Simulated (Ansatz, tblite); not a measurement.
# The cluster Cu₄: charged states by level of theory

What does removing or adding an electron cost or gain for the cluster Cu₄? Each charged state is run at several levels.

Program: Ansatz 0.2.0, Gaussian basis. Level of theory: as each input shows. These are calculated values, not measurements.

The runs, in order: charge +1 doublet, at the geometry of the singlet (PBE0-D4/def2-TZVP, PBE-D4/def2-TZVP, r2SCAN-D4/def2-TZVP); charge -1 doublet, at the geometry of the singlet (PBE0-D4/def2-TZVPD, PBE-D4/def2-TZVPD, r2SCAN-D4/def2-TZVPD); the starting singlet's energies come from earlier runs.

2 further runs of the same task are left out: 2 set aside as unsound or not needed. Runs told in other sessions of the task aren't counted.

## 1. The relaxed structure

The singlet was relaxed beforehand with PBE-D4/def2-SVP. At that level it is the lowest of the isomers that a small search found.

4 atoms, charge 0, spin multiplicity 1.

Atoms are counted from 1 here; the program's logs count them from 0.

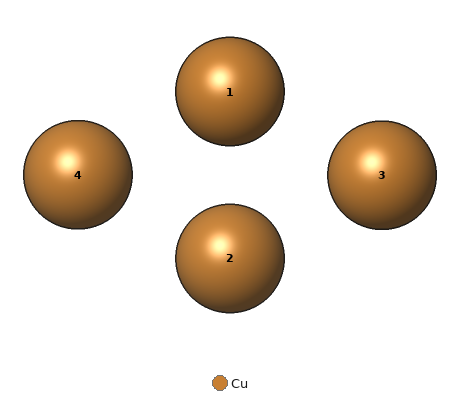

The geometry (copper orange); atoms are numbered from 1 in the order of the file.

No spin-orbit coupling is included.

## 2. Charge +1 doublet at the fixed geometry, PBE0-D4/def2-TZVP

Input file in.yaml:

```yaml
crystal:
  periodic: [false, false, false]
  atoms:
    - {symbol: Cu, position_ang: [1.111359, 0.213672, 0.110043]}
    - {symbol: Cu, position_ang: [-1.111322, -0.213674, -0.110100]}
    - {symbol: Cu, position_ang: [0.373404, -2.024387, 0.159504]}
    - {symbol: Cu, position_ang: [-0.373441, 2.024379, -0.159447]}
basis:
  gaussian: {orbitals: def2-TZVP}
total_charge: 1
magnetization: {spin_polarized: true, initial_magnetization: 1}
hamiltonian: {xc: pbe0, dispersion: d4}
scf: {omitted_lower_state_checks: [starts]}
output: {orbitals: {seedname: orbitals}}
```

The run is started by

```
$ ansatz run in.yaml --threads 4 --pin off --events-out ev --progress --plain --max-ram 4787MiB
```

The program printed:

```text
Functional definition: PBE0
  name "PBE0"
  cite "Adamo & Barone, J. Chem. Phys. 110, 6158 (1999) doi:10.1063/1.478522"
  cite "Perdew, Burke & Ernzerhof, Phys. Rev. Lett. 77, 3865 (1996) doi:10.1103/PhysRevLett.77.3865"
  parent pbe
  parameter a = 0.25
  parameter kappa = 0.804
  parameter beta = 0.06672455060314922
  exchange = (1 - a)*pbe_x(kappa = kappa, mu = beta*pi^2/3) + a*exact_x
  correlation = pbe_c(beta = beta)
these checks for a lower state are left out or cut short: starts
1892 factors; integrals over basis functions are off by at most 4.5e-4 eV
mean field evaluation 1: about -178497.6571 eV, gradient 1.4e2 eV
mean field evaluation 2: about -176737.8383 eV, gradient 8.4e2 eV
mean field evaluation 4: about -178472.7024 eV, gradient 1.8e2 eV
mean field evaluation 8: about -178531.4608 eV, gradient 1.1e0 eV
mean field evaluation 16: about -178531.6302 eV, gradient 3.9e-3 eV
mean field -178531.63015854 eV, -6560.9163952409 hartree, gradient 4.8e-5 eV, S^2 0.756784; 0 other end points of the search recorded, 0 dependent functions left out
reference -178531.63020260 eV, -6560.9163968604 hartree; 58, 57 occupied and 122, 123 virtual orbitals, 1892 factors
Total energy: -178531.76995216 eV, -6560.9215325620 hartree
Checks for a lower state left out: starts
```

Wall time 11 s (4 threads of Arm Neoverse V2, shared host); peak memory 1.1 GiB.

From the report: HOMO -10.09 eV, LUMO -8.18 eV (over both spins); ⟨S²⟩ 0.757 (pure: 0.75).

## 3. Charge +1 doublet at the fixed geometry, PBE-D4/def2-TZVP

start.molden holds the orbitals of an earlier run on this state, given as this run's starting guess.

Edit in.yaml of step 2 so:

```diff
@@ -8,6 +8,6 @@
 basis:
-  gaussian: {orbitals: def2-TZVP}
+  gaussian: {orbitals: def2-TZVP, initial_orbitals: start.molden}
 total_charge: 1
 magnetization: {spin_polarized: true, initial_magnetization: 1}
-hamiltonian: {xc: pbe0, dispersion: d4}
+hamiltonian: {xc: pbe, dispersion: d4}
 scf: {omitted_lower_state_checks: [starts]}
```

Same command.

The program printed:

```text
Functional definition: PBE
  name "PBE"
  cite "Perdew, Burke & Ernzerhof, Phys. Rev. Lett. 77, 3865 (1996) doi:10.1103/PhysRevLett.77.3865"
  parent pbe
  parameter kappa = 0.804
  parameter beta = 0.06672455060314922
  exchange = pbe_x(kappa = kappa, mu = beta*pi^2/3)
  correlation = pbe_c(beta = beta)
these checks for a lower state are left out or cut short: starts
1812 factors; their error is unknown
mean field evaluation 1: about -178532.0153 eV, gradient 1.0e1 eV
mean field evaluation 2: about -178532.4329 eV, gradient 6.5e-1 eV
mean field evaluation 4: about -178532.3267 eV, gradient 5.0e-2 eV
mean field evaluation 8: about -178532.3267 eV, gradient 1.0e-5 eV
mean field -178532.32669910 eV, -6560.9419926346 hartree, gradient 1.0e-5 eV, S^2 0.752330; 0 other end points of the search recorded, 0 dependent functions left out
reference -178532.32675504 eV, -6560.9419946904 hartree; 58, 57 occupied and 122, 123 virtual orbitals, 1812 factors
Total energy: -178532.49102053 eV, -6560.9480313358 hartree
Checks for a lower state left out: starts
```

Wall time 6.5 s (4 threads of Arm Neoverse V2, shared host).

From the report: HOMO -9.69 eV, LUMO -9.30 eV (over both spins); ⟨S²⟩ 0.752 (pure: 0.75).

## 4. Charge +1 doublet at the fixed geometry, r2SCAN-D4/def2-TZVP

Edit in.yaml of step 3 so:

```diff
@@ -11,3 +11,3 @@
 magnetization: {spin_polarized: true, initial_magnetization: 1}
-hamiltonian: {xc: pbe, dispersion: d4}
+hamiltonian: {xc: r2scan, dispersion: d4}
 scf: {omitted_lower_state_checks: [starts]}
```

The command is unchanged.

The program printed:

```text
Functional definition: r2SCAN
  name "r2SCAN"
  cite "Furness, Kaplan, Ning, Perdew & Sun, J. Phys. Chem. Lett. 11, 8208 (2020) doi:10.1021/acs.jpclett.0c02405"
  cite "Furness, Kaplan, Ning, Perdew & Sun, J. Phys. Chem. Lett. 11, 9248 (2020) doi:10.1021/acs.jpclett.0c03077"
  parent r2scan
  parameter k0 = 0.174
  parameter k1 = 0.065
  parameter a1 = 4.9479
  exchange = r2scan_x(k0 = k0, k1 = k1, a1 = a1)
  correlation = r2scan_c
these checks for a lower state are left out or cut short: starts
1812 factors; their error is unknown
mean field evaluation 1: about -178556.8910 eV, gradient 6.7e0 eV
mean field evaluation 2: about -178557.0962 eV, gradient 4.8e-1 eV
mean field evaluation 4: about -178556.9954 eV, gradient 4.3e-2 eV
mean field -178556.99540099 eV, -6561.8485507078 hartree, gradient 4.9e-5 eV, S^2 0.757344; 0 other end points of the search recorded, 0 dependent functions left out
reference -178556.99542489 eV, -6561.8485515863 hartree; 58, 57 occupied and 122, 123 virtual orbitals, 1812 factors
Total energy: -178557.02509038 eV, -6561.8496417727 hartree
Checks for a lower state left out: starts
```

Wall time 14 s (4 threads of Arm Neoverse V2, shared host).

Report: HOMO -9.67 eV, LUMO -8.98 eV (over both spins); ⟨S²⟩ 0.757 (pure: 0.75).

## 5. Vertical ionisation energy

Charged state less starting state, singlet to doublet; the starting state's energies are those of its earlier runs.

```tsv
level	vertical ionisation energy (eV)	time
PBE-D4/def2-TZVP	+6.88	9.4 s
r2SCAN-D4/def2-TZVP	+6.70	21 s
PBE0-D4/def2-TZVP	+6.51	19 s
```

Times add the two runs; a level without a time comes out of a correlated run.

Beside −ε(HOMO) of the starting state:

```tsv
level	−ε(HOMO) (eV)	by difference (eV)	mismatch (eV)
PBE-D4/def2-TZVP	4.49	6.88	-2.39
r2SCAN-D4/def2-TZVP	4.47	6.70	-2.23
PBE0-D4/def2-TZVP	4.86	6.51	-1.65
```

## 6. Charge -1 doublet at the fixed geometry, PBE0-D4/def2-TZVPD

Edit in.yaml of step 4 so:

```diff
@@ -8,6 +8,6 @@
 basis:
-  gaussian: {orbitals: def2-TZVP, initial_orbitals: start.molden}
-total_charge: 1
+  gaussian: {orbitals: def2-TZVPD}
+total_charge: -1
 magnetization: {spin_polarized: true, initial_magnetization: 1}
-hamiltonian: {xc: r2scan, dispersion: d4}
+hamiltonian: {xc: pbe0, dispersion: d4}
 scf: {omitted_lower_state_checks: [starts]}
```

Launched as before.

The program printed:

```text
Functional definition: PBE0
  name "PBE0"
  cite "Adamo & Barone, J. Chem. Phys. 110, 6158 (1999) doi:10.1063/1.478522"
  cite "Perdew, Burke & Ernzerhof, Phys. Rev. Lett. 77, 3865 (1996) doi:10.1103/PhysRevLett.77.3865"
  parent pbe
  parameter a = 0.25
  parameter kappa = 0.804
  parameter beta = 0.06672455060314922
  exchange = (1 - a)*pbe_x(kappa = kappa, mu = beta*pi^2/3) + a*exact_x
  correlation = pbe_c(beta = beta)
these checks for a lower state are left out or cut short: starts
1912 factors; integrals over basis functions are off by at most 4.6e-4 eV
mean field evaluation 1: about -178538.7138 eV, gradient 1.4e1 eV
mean field evaluation 2: about -178538.0986 eV, gradient 2.7e1 eV
mean field evaluation 4: about -178539.1854 eV, gradient 1.7e0 eV
mean field evaluation 8: about -178539.4100 eV, gradient 1.8e-1 eV
mean field evaluation 16: about -178539.4101 eV, gradient 6.3e-4 eV
mean field -178539.41009185 eV, -6561.2023025169 hartree, gradient 8.7e-6 eV, S^2 0.760833; 0 other end points of the search recorded, 0 dependent functions left out
reference -178539.41011821 eV, -6561.2023034855 hartree; 59, 58 occupied and 133, 134 virtual orbitals, 1912 factors
Total energy: -178539.55778546 eV, -6561.2077301570 hartree
Checks for a lower state left out: starts
```

Wall time 14 s (4 threads of Arm Neoverse V2, shared host); peak memory 1.1 GiB.

From the report: HOMO 0.09 eV, LUMO 1.86 eV (over both spins); ⟨S²⟩ 0.761 (pure: 0.75). Doubts: highest occupied level lies above zero.

## 7. Charge -1 doublet at the fixed geometry, PBE-D4/def2-TZVPD

Edit in.yaml of step 6 so:

```diff
@@ -8,6 +8,6 @@
 basis:
-  gaussian: {orbitals: def2-TZVPD}
+  gaussian: {orbitals: def2-TZVPD, initial_orbitals: start.molden}
 total_charge: -1
 magnetization: {spin_polarized: true, initial_magnetization: 1}
-hamiltonian: {xc: pbe0, dispersion: d4}
+hamiltonian: {xc: pbe, dispersion: d4}
 scf: {omitted_lower_state_checks: [starts]}
```

Same command.

The program printed:

```text
Functional definition: PBE
  name "PBE"
  cite "Perdew, Burke & Ernzerhof, Phys. Rev. Lett. 77, 3865 (1996) doi:10.1103/PhysRevLett.77.3865"
  parent pbe
  parameter kappa = 0.804
  parameter beta = 0.06672455060314922
  exchange = pbe_x(kappa = kappa, mu = beta*pi^2/3)
  correlation = pbe_c(beta = beta)
these checks for a lower state are left out or cut short: starts
1876 factors; their error is unknown
mean field evaluation 1: about -178540.3414 eV, gradient 1.0e1 eV
mean field evaluation 2: about -178540.7670 eV, gradient 6.5e-1 eV
mean field evaluation 4: about -178540.7154 eV, gradient 3.5e-2 eV
mean field -178540.71535496 eV, -6561.2502700513 hartree, gradient 4.5e-5 eV, S^2 0.755881; 0 other end points of the search recorded, 0 dependent functions left out
reference -178540.71539010 eV, -6561.2502713428 hartree; 59, 58 occupied and 133, 134 virtual orbitals, 1876 factors
Total energy: -178540.88894252 eV, -6561.2566492764 hartree
Checks for a lower state left out: starts
```

Run time: 6 s. Hardware: 4 threads of Arm Neoverse V2, shared host.

Report: HOMO 0.50 eV, LUMO 1.05 eV (over both spins); ⟨S²⟩ 0.756 (pure: 0.75). Doubts: highest occupied level lies above zero.

## 8. Charge -1 doublet at the fixed geometry, r2SCAN-D4/def2-TZVPD

Edit in.yaml of step 7 so:

```diff
@@ -11,3 +11,3 @@
 magnetization: {spin_polarized: true, initial_magnetization: 1}
-hamiltonian: {xc: pbe, dispersion: d4}
+hamiltonian: {xc: r2scan, dispersion: d4}
 scf: {omitted_lower_state_checks: [starts]}
```

The command is unchanged.

The program printed:

```text
Functional definition: r2SCAN
  name "r2SCAN"
  cite "Furness, Kaplan, Ning, Perdew & Sun, J. Phys. Chem. Lett. 11, 8208 (2020) doi:10.1021/acs.jpclett.0c02405"
  cite "Furness, Kaplan, Ning, Perdew & Sun, J. Phys. Chem. Lett. 11, 9248 (2020) doi:10.1021/acs.jpclett.0c03077"
  parent r2scan
  parameter k0 = 0.174
  parameter k1 = 0.065
  parameter a1 = 4.9479
  exchange = r2scan_x(k0 = k0, k1 = k1, a1 = a1)
  correlation = r2scan_c
these checks for a lower state are left out or cut short: starts
1876 factors; their error is unknown
mean field evaluation 1: about -178565.0278 eV, gradient 6.8e0 eV
mean field evaluation 2: about -178565.2545 eV, gradient 5.5e-1 eV
mean field evaluation 4: about -178565.2099 eV, gradient 4.1e-2 eV
mean field evaluation 8: about -178565.2099 eV, gradient 3.6e-5 eV
mean field -178565.20986305 eV, -6562.1504266205 hartree, gradient 1.1e-5 eV, S^2 0.768376; 0 other end points of the search recorded, 0 dependent functions left out
reference -178565.20989718 eV, -6562.1504278751 hartree; 59, 58 occupied and 133, 134 virtual orbitals, 1876 factors
Total energy: -178565.24125286 eV, -6562.1515801749 hartree
Checks for a lower state left out: starts
```

Run time: 18 s. Hardware: 4 threads of Arm Neoverse V2, shared host.

From the report: HOMO 0.29 eV, LUMO 1.31 eV (over both spins); ⟨S²⟩ 0.768 (pure: 0.75). Doubts: highest occupied level lies above zero.

## 9. Vertical electron affinity

Starting state less charged state (positive: the electron is bound), singlet to doublet; the starting state's energies are those of its earlier runs.

```tsv
level	vertical electron affinity (eV)	time
PBE-D4/def2-TZVPD	+1.50	9.5 s
r2SCAN-D4/def2-TZVPD	+1.50	26 s
PBE0-D4/def2-TZVPD	+1.26	21 s
```

Times add the two runs; a level without a time comes out of a correlated run.

Beside −ε(LUMO) of the starting state:

```tsv
level	−ε(LUMO) (eV)	by difference (eV)	mismatch (eV)
PBE-D4/def2-TZVPD	3.55	1.50	+2.06
r2SCAN-D4/def2-TZVPD	3.33	1.50	+1.83
PBE0-D4/def2-TZVPD	2.63	1.26	+1.37
```

## 10. Summary of results

| quantity | value |
| --- | --- |
| vertical ionisation energy, functionals in def2-TZVP | 6.51 (PBE0-D4) to 6.88 eV (PBE-D4) |
| vertical electron affinity, functionals in def2-TZVPD | 1.26 (PBE0-D4) to 1.50 eV (r2SCAN-D4) |

What this shows: The vertical ionisation energy spans 6.51 to 6.88 eV over the functionals. −ε(HOMO) misses the level's own difference by -1.65 eV at best (PBE0-D4) and -2.39 eV at worst (PBE-D4). The vertical electron affinity spans 1.26 to 1.50 eV over the functionals. The anion's highest level lies above zero where self-interaction lifts it, so diffuse functions weigh on these values. −ε(LUMO) misses the level's own difference by +1.37 eV at best (PBE0-D4) and +2.06 eV at worst (PBE-D4). The charged states' spins were chosen beforehand and needn't be their lowest.

The anion's highest level is positive in at least one run, so there the basis alone may hold the extra electron.
